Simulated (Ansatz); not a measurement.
Computed scan of one atom of the cell: HfO2 (fluorite)

Relaxed HfO2 (fluorite):

```yaml
crystal:
  lattice:
    - [0.00000, 5.09813, 5.09813]
    - [2.54906, 0.00000, 2.54906]
    - [2.54906, 2.54906, 0.00000]
  atoms:
    - { symbol: Hf, position: [0.00000, 0.00000, 0.00000] }
    - { symbol: Hf, position: [0.50000, 0.00000, 0.00000] }
    - { symbol: O, position: [0.12500, 0.25000, 0.25000] }
    - { symbol: O, position: [0.62500, 0.25000, 0.25000] }
    - { symbol: O, position: [0.37500, 0.75000, 0.75000] }
    - { symbol: O, position: [0.87500, 0.75000, 0.75000] }
```

In each cell atom 5 (O, nearest neighbour Hf at 2.208 Å; its periodic images, 3.6 Å or more away, move with it) moves by s·(0.577, 0.577, 0.577) (along Cartesian [111]), the rest being held.

Level of theory: PBE (plane waves to 420 eV, PAW, scalar-relativistic; Ansatz, a quantum-chemistry and plane-wave program). k mesh 9×9×9 (Γ-centred), Fermi-Dirac smearing 0.05 eV. Energies are smeared free energies. Left out: 2 of 11 points, with atoms too close for the PAW data. HfO2 is run without spin polarisation. HfO2 was relaxed with its symmetry unable to fall. Spin-orbit coupling is left out, though Hf is heavy. The PAW data are Ansatz's earlier set. This is a high-temperature form of HfO2. The zero of ΔE is the undisplaced structure.

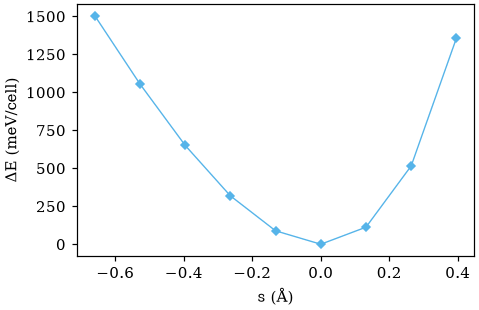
Figure. ΔE (meV/cell) against s (Å); computed points joined by lines.

The force constant k = d²E/ds² at s = 0 (finite differences) is 11.4 eV/Å² and the energy at s = 0.396 Å comes out as 1356 meV/cell. Symmetry of the curve: not even: the positive side lies higher at ±0.396 Å. Shape of the curve: a single well with its minimum at or next to zero displacement. Harmonic estimate at the end of the scan: ½ks² = 891 meV/cell against the computed 1356 meV/cell, so the well is stiffer than harmonic there.

The forces along the line at the two nearest points give (1.267 − (-1.813)) / (2·0.132) = 11.67 eV/Å²; the next pair corrects for the finite step.

(A displaced cell: forces are minus the slopes of the energy, force constants its curvatures, and phonons follow from these.)
